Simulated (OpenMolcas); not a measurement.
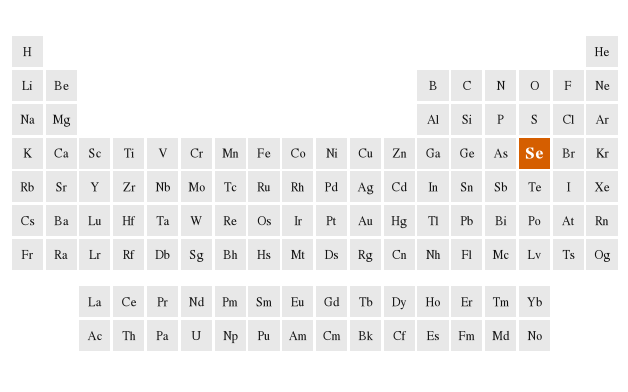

Fig. 1: The place of selenium in the periodic table.

# Se: multiconfigurational calculation

- system: Se.
- method: state-averaged MS-RASPT2, IPEA shift 0.25, imaginary shift 0.1 hartree, semicore shells correlated, active space 6 electrons in the shells 4s 4p 4d; RAS3 4d with at most 2 electrons, basis ANO-RCC-VQZP, DKH2 scalar Hamiltonian, spin-orbit coupling by RASSI with atomic mean-field integrals (OpenMolcas)

**Input**
```
&GATEWAY
Coord
1

Se 0.0 0.0 0.0
Basis=ANO-RCC-VQZP
Group=XYZ
NoMove
AngMom=0.0 0.0 0.0
AMFI
&SEWARD
&RASSCF
FileOrb=start.orb
Symmetry=1
Spin=3
nActEl=6 0 0
Inactive=8 6
Ras2=1 3
CIRoot=3 3 1
SDav=3
CIMx=300
Iter=120 100
PrWF=0.3
OrbListing=Nothing
MaxOrb=0
Atom
>>> COPY $Project.JobIph JOBPRE
&RASSCF
FileOrb=start.orb
Symmetry=1
Spin=3
nActEl=6 0 2
Inactive=8 6
Ras2=1 3
Ras3=5 0
CIRoot=3 3 1
SDav=333
CIMx=300
Iter=120 100
PrWF=0.3
OrbListing=Nothing
MaxOrb=0
Thrs=2.0e-7 1.0e-1 5.0e-4
Atom
>>> COPY $Project.JobIph JOB001
&RASSCF
FileOrb=start.orb
Symmetry=1
Spin=1
nActEl=6 0 2
Inactive=8 6
Ras2=1 3
Ras3=5 0
CIRoot=6 6 1
SDav=292
CIMx=300
Iter=120 100
PrWF=0.3
OrbListing=Nothing
MaxOrb=0
Thrs=2.0e-7 1.0e-1 5.0e-4
Atom
>>> COPY $Project.JobIph JOB002
&RASSI
NrOfJobIphs=2 3 6
1 2 3
1 2 3 4 5 6
IphNames
JOB001
JOB002
EJob
SpinOrbit
DIPRint=1.0
SOCoupling=1000.0
Subsets=2
MEES
Property=10
'ANGMOM' 1 'ANGMOM' 2 'ANGMOM' 3 'MLTPL  1' 1 'MLTPL  1' 2 'MLTPL  1' 3
'AMFI' 1 'AMFI' 2 'AMFI' 3 'MLTPL  2' 6
SOProperty=3
'ANGMOM' 1 'ANGMOM' 2 'ANGMOM' 3
>>> COPY JOB001 $Project.JobIph
&CASPT2
Multistate=3 1 2 3
Frozen=23 26
IPEA=0.25
Imaginary=0.1
MaxIter=60
WThr=0.0 0.3 0.05
PrWF=0.5
NoMix
```

The file start.orb holds starting orbitals from an earlier step.

Command:
```bash
OMP_NUM_THREADS=1 MOLCAS_MEM=2252 MOLCAS_PROJECT=a pymolcas a.inp > a.log  # once for each step of the input, in one work folder
```

**Output (extracts)**
```
|       MOLCAS_SOURCE = [file]
  |    MOLCAS_STRUCTURE = 0
  |
   --------------------------------------------------------------------------------------
++ ---------   Input file   ---------
>>> COPY JOB001 $Project.JobIph
&CASPT2
Multistate=3 1 2 3
Frozen=23 26
IPEA=0.25
Imaginary=0.1
MaxIter=60
WThr=0.0 0.3 0.05
PrWF=0.5
NoMix
-- ----------------------------------
>>> COPY JOB001 a.JobIph
*** symbolic link created: INPORB -> a.RasOrb
--- Start Module: caspt2 at  ---
()()()()()()()()()()()()()()()()()()()()()()()()()()()()()()()()()()()()()()()()()()()()()()()()()()
                                              &CASPT2
                                   only a single process is used
                       available to each process: 2.3 GB of memory, 1 thread
()()()()()()()()()()()()()()()()()()()()()()()()()()()()()()()()()()()()()()()()()()()()()()()()()()
 ###    WARNING: User changed nr of frozen orbitals.                         ###
 ###    ERROR: Too many frozen orbitals!                                     ###
--- Stop Module: caspt2 at  /rc=_RC_INPUT_ERROR_ ---
.####################.
.# User input error #.
.####################.
```

**What the run reported**

```tsv
quantity	value
outcome	refused by the program
hardware	1 CPU thread, shared host
```

**Diagnosis**

This input holds a deliberate fault: too many frozen. The program refused the input; the driver noted: spin 3 odd left out: above the window. Caveats: multiplicity 1 odd left out: above the window; CASPT2 multiplicity 3: _RC_INPUT_ERROR_.
